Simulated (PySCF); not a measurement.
C$_{5}$H$_{9}$NOS (SMILES C=CC(=S)N(C)OC)

```yaml
atoms:
  - { symbol: C, position_ang: [2.4144, -0.9624, -0.7331] }
  - { symbol: C, position_ang: [1.2266, -0.4359, -0.4320] }
  - { symbol: C, position_ang: [0.9977, 0.4636, 0.6732] }
  - { symbol: S, position_ang: [2.1906, 0.9717, 1.6803] }
  - { symbol: N, position_ang: [-0.3574, 0.8743, 0.7969] }
  - { symbol: C, position_ang: [-0.9995, 0.4569, 2.0242] }
  - { symbol: O, position_ang: [-0.5242, 2.2435, 0.4863] }
  - { symbol: C, position_ang: [-0.1490, 3.2151, 1.4440] }
  - { symbol: H, position_ang: [2.5453, -1.6256, -1.5699] }
  - { symbol: H, position_ang: [3.2884, -0.7351, -0.1439] }
  - { symbol: H, position_ang: [0.3469, -0.6566, -1.0202] }
  - { symbol: H, position_ang: [-0.4677, 0.7871, 2.9265] }
  - { symbol: H, position_ang: [-2.0155, 0.8472, 2.0250] }
  - { symbol: H, position_ang: [-1.0344, -0.6316, 2.0162] }
  - { symbol: H, position_ang: [0.9164, 3.1654, 1.6897] }
  - { symbol: H, position_ang: [-0.3590, 4.1617, 0.9504] }
  - { symbol: H, position_ang: [-0.7439, 3.1403, 2.3590] }
```

Geometry: GFN2-xTB.

All numbers below come from PBE/pcSseg-1, SCF density, in a tetrahydrofuran solvent model, non-relativistic in PySCF.

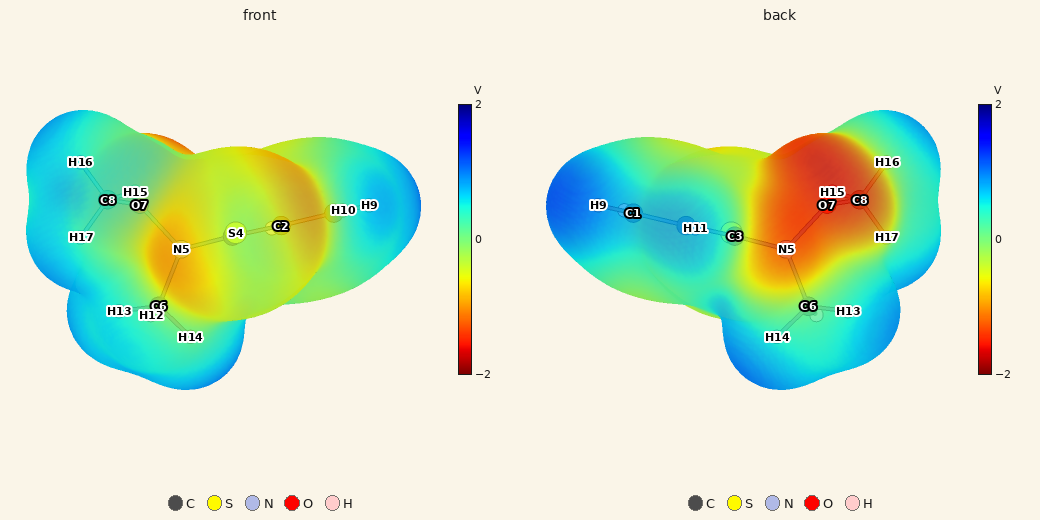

Figure 1. The molecular electrostatic potential painted on the density surface at 0.002 e/bohr³, seen from the front and from behind; the colour scale runs from red (negative) to blue (positive).

Q: Describe the electrostatic potential map.

A: The most negative region (about −1.6 V) lies over O7, the most positive (about +1.2 V) over H9. O7 is the likeliest acceptor of a hydrogen bond.

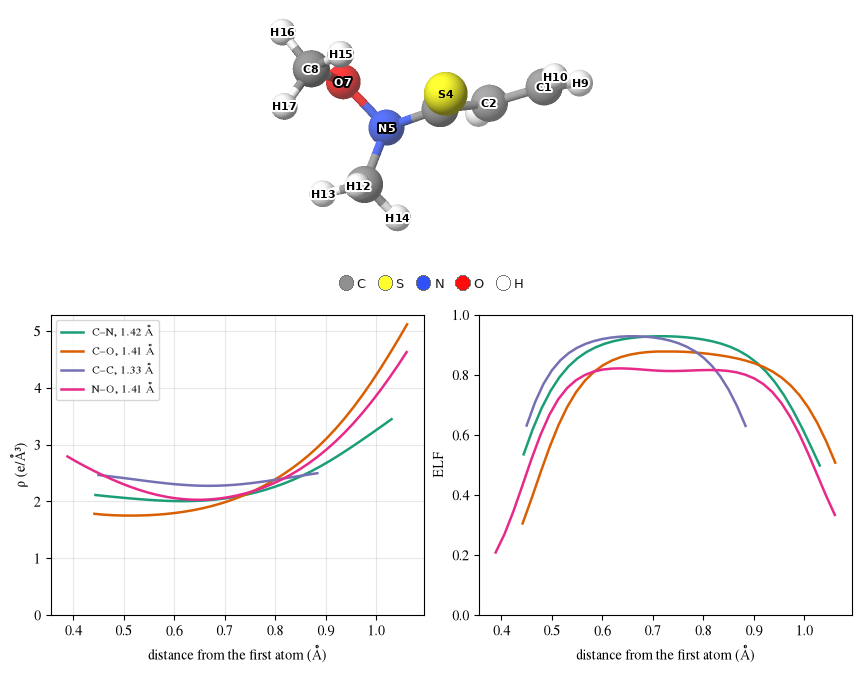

Figure 2. Total electron density and ELF along straight lines between neighbouring atoms. The curves leave out the atomic cores. The structure is drawn too.

Q: What can be read from the curves?

A: C–N (1.42 Å): ρ at the midpoint is about 2.1 e/Å³; the ELF peaks at about 0.95 between the atoms, as expected for a covalent bond.
C–O (1.41 Å): ρ is about 2 e/Å³ halfway, with its minimum of 1.8 e/Å³ about 0.5 Å from C; the ELF peaks at about 0.90 between the atoms, as expected for a shared but strongly polarised pair.
C–C (1.33 Å): the density is about 2.3 e/Å³ at the midpoint; the ELF peaks at about 0.95 between the atoms: a multiple bond.
N–O (1.41 Å): ρ is about 2.1 e/Å³ halfway; the ELF peaks at about 0.80 between the atoms; a shared electron pair.
